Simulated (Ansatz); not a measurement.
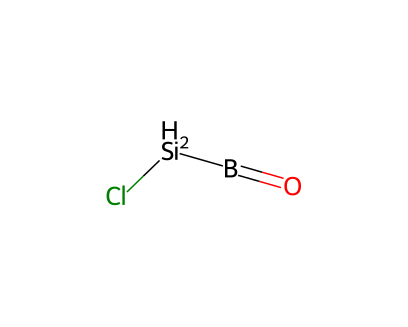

(Drawn from a calculation with Ansatz.)

### Transcribe the drawing into SMILES.

O=B[SiH2]Cl

### Give the formula, hydrogens included.

BClH2OSi.

### An optimisation with PBE0-D4/def2-TZVP gave a structure of which point group?

Cs. Other conformers may differ.
